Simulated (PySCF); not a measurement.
**[Pb(HCN)]2+: a change of charge**

Aim: at the relaxed geometry of [Pb(HCN)]2+, try a change of charge. The structure is generated, not taken from experiment.

Method: PBE0, Pb def2-SVP with ECP60, N def2-SVP, C def2-SVP, H def2-SVP; scalar-relativistic core potentials, no spin–orbit coupling; program: PySCF 2.14.0.

1 further run of the same task is left out (for a known fault of the program).

### Step 1. Starting geometry

4 atoms, charge 2, spin multiplicity 1.

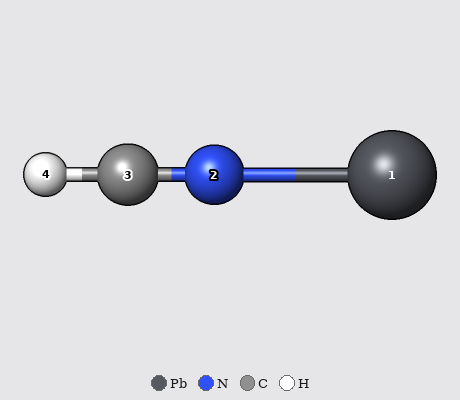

The geometry (lead dark grey, nitrogen blue, carbon grey, hydrogen white); atoms are numbered from 1 in the order of the file.

Coordinates:

```xyz
4
charge 2, multiplicity 1
Pb    0.0000    0.0000   -0.2672
N     0.0000    0.0000    2.1005
C     0.0000    0.0000    3.2540
H     0.0000    0.0000    4.3526
```

Formal oxidation states: Pb +2. An earlier session relaxed this geometry at PBE0, Pb def2-SVP with ECP60, N def2-SVP, C def2-SVP, H def2-SVP (singlet, point group C∞v).

Its energy there is -285.420364 Eh.

### Step 2. One electron removed, multiplicity 2

run.py (the lines that set the calculation)

```python
mol = gto.M(atom='''
Pb     0.00000     0.00000    -0.26717
N      0.00000     0.00000     2.10050
C      0.00000     0.00000     3.25401
H      0.00000     0.00000     4.35259''',
    basis={'Pb': 'def2-SVP', 'N': 'def2-SVP', 'C': 'def2-SVP', 'H': 'def2-SVP'},
    ecp={'Pb': 'def2-SVP'},
    charge=3, spin=1)
mf = dft.UKS(mol, xc='PBE0')
mf.grids.atom_grid = (50, 194)
mf = mf.density_fit()  # fitting sets: Pb def2-universal-JKFIT, N def2-universal-JKFIT, C def2-universal-JKFIT, H def2-universal-JKFIT
mf.conv_tol = 1e-08; mf.max_cycle = 55
mf.kernel(dm0)  # dm0: the density of the relaxed state
```

Command:

```console
> OMP_NUM_THREADS=2 python run.py
```

Log:

```text
init E= -285.429626035966
cycle= 1 E= -284.454662042251  delta_E= 0.975  |g|= 0.331  |ddm|= 0.538
  HOMO = -1.11473340567  LUMO = -1.11157717893  gap/eV = 0.08589
cycle= 2 E= -284.176470547187  delta_E= 0.278  |g|= 0.67  |ddm|= 1.86
  HOMO = -1.0939614186  LUMO = -1.01845407604  gap/eV = 2.05466
cycle= 3 E= -284.519514983725  delta_E= -0.343  |g|= 0.115  |ddm|= 1.94
  HOMO = -1.08544592766  LUMO = -0.999589015634  gap/eV = 2.33629
cycle= 4 E= -284.52621438202  delta_E= -0.0067  |g|= 0.0411  |ddm|= 0.14
  HOMO = -1.0898489514  LUMO = -0.999478807253  gap/eV = 2.45910
cycle= 5 E= -284.527225394333  delta_E= -0.00101  |g|= 0.0234  |ddm|= 0.0731
  HOMO = -1.09341415306  LUMO = -0.998073370142  gap/eV = 2.59435
cycle= 6 E= -284.527475137198  delta_E= -0.00025  |g|= 0.00338  |ddm|= 0.0206
  HOMO = -1.09397008357  LUMO = -0.998323252972  gap/eV = 2.60268
cycle= 7 E= -284.527483477506  delta_E= -8.34e-06  |g|= 0.000417  |ddm|= 0.00568
  HOMO = -1.0939345656  LUMO = -0.998335295462  gap/eV = 2.60139
cycle= 8 E= -284.527483889173  delta_E= -4.12e-07  |g|= 0.0002  |ddm|= 0.000988
  HOMO = -1.0939094017  LUMO = -0.998317621674  gap/eV = 2.60118
cycle= 9 E= -284.527484027343  delta_E= -1.38e-07  |g|= 6.94e-05  |ddm|= 0.000698
  HOMO = -1.09390444675  LUMO = -0.998321807323  gap/eV = 2.60094
cycle= 10 E= -284.527484043408  delta_E= -1.61e-08  |g|= 2e-05  |ddm|= 0.000267
  HOMO = -1.09390454833  LUMO = -0.998319791576  gap/eV = 2.60099
cycle= 11 E= -284.527484044402  delta_E= -9.94e-10  |g|= 4.67e-06  |ddm|= 6.86e-05
  HOMO = -1.09390485949  LUMO = -0.99832114322  gap/eV = 2.60097
Extra cycle  E= -284.527484044426  delta_E= -2.34e-11  |g|= 3.73e-06  |ddm|= 1.07e-05
converged SCF energy = -284.527484044426  <S^2> = 0.75224883  2S+1 = 2.0022476
```

Run time: 0.6 s. Hardware: 2 threads of Intel Xeon 6975P-C (Granite Rapids), shared host.

It gives: E = -284.527484 Eh (+24.297 eV from the relaxed state), HOMO -29.77 eV, LUMO -27.17 eV (over both spins), ⟨S²⟩ = 0.752, Mulliken charge on Pb1 +1.89 e. 

### Step 3. One electron added, multiplicity 2

run.py (the lines that set the calculation): that of step 2 with these lines changed.

```diff
@@ -7,3 +7,3 @@
     ecp={'Pb': 'def2-SVP'},
-    charge=3, spin=1)
+    charge=1, spin=1)
 mf = dft.UKS(mol, xc='PBE0')
```

Command:

```console
> OMP_NUM_THREADS=2 python run.py
```

Log:

```text
init E= -285.428597787405
  HOMO = -0.527658985024  LUMO = -0.522244209534  gap/eV = 0.14734
cycle= 1 E= -285.84760052999  delta_E= -0.419  |g|= 0.131  |ddm|= 0.884
  HOMO = -0.330685882575  LUMO = -0.256507547482  gap/eV = 2.01850
cycle= 2 E= -285.852916650874  delta_E= -0.00532  |g|= 0.157  |ddm|= 0.648
  HOMO = -0.352283245468  LUMO = -0.275302048484  gap/eV = 2.09477
cycle= 3 E= -285.862411270531  delta_E= -0.00949  |g|= 0.0785  |ddm|= 0.184
  HOMO = -0.359901938621  LUMO = -0.282280288214  gap/eV = 2.11219
cycle= 4 E= -285.864988120246  delta_E= -0.00258  |g|= 0.0149  |ddm|= 0.0671
  HOMO = -0.36230863173  LUMO = -0.284176469067  gap/eV = 2.12608
cycle= 5 E= -285.865092255371  delta_E= -0.000104  |g|= 0.00327  |ddm|= 0.014
  HOMO = -0.362580309951  LUMO = -0.284234656307  gap/eV = 2.13189
cycle= 6 E= -285.865101598087  delta_E= -9.34e-06  |g|= 0.00115  |ddm|= 0.00501
  HOMO = -0.362544514677  LUMO = -0.284107136967  gap/eV = 2.13439
cycle= 7 E= -285.865104844914  delta_E= -3.25e-06  |g|= 0.000526  |ddm|= 0.00272
  HOMO = -0.36255053724  LUMO = -0.28407647353  gap/eV = 2.13539
cycle= 8 E= -285.865106193759  delta_E= -1.35e-06  |g|= 0.000159  |ddm|= 0.00248
  HOMO = -0.362560234949  LUMO = -0.284086052292  gap/eV = 2.13539
cycle= 9 E= -285.865106307793  delta_E= -1.14e-07  |g|= 4.96e-05  |ddm|= 0.000831
  HOMO = -0.362565700706  LUMO = -0.284091587428  gap/eV = 2.13539
cycle= 10 E= -285.865106314577  delta_E= -6.78e-09  |g|= 1.67e-05  |ddm|= 0.000207
  HOMO = -0.362564869755  LUMO = -0.284090263361  gap/eV = 2.13540
Extra cycle  E= -285.865106314967  delta_E= -3.89e-10  |g|= 1.58e-05  |ddm|= 4.25e-05
converged SCF energy = -285.865106314967  <S^2> = 0.75268208  2S+1 = 2.0026803
```

It took 0.6 s on 2 threads of Intel Xeon 6975P-C (Granite Rapids), shared host.

Result: E = -285.865106 Eh (-12.102 eV from the relaxed state), HOMO -9.87 eV, LUMO -8.08 eV (over both spins), ⟨S²⟩ = 0.753, Mulliken charge on Pb1 +0.82 e. 

### Step 4. The states side by side

| state | energy from the relaxed state (eV) | ⟨S²⟩ | time |
| --- | --- | --- | --- |
| charge +2, singlet, vacuum (relaxed) | 0 | 0.00 |  |
| charge +1, doublet, vacuum | -12.10 | 0.75 | 0.6 s |
| charge +3, doublet, vacuum | 24.30 | 0.75 | 0.6 s |

An electron taken off or put on is at rest in vacuum. 

Removing an electron vertically costs 24.30 eV (doublet), against −HOMO = 21.45 eV. Adding an electron vertically releases 12.10 eV (doublet). These are double-zeta-type bases without diffuse functions. Spin–orbit coupling is left out.
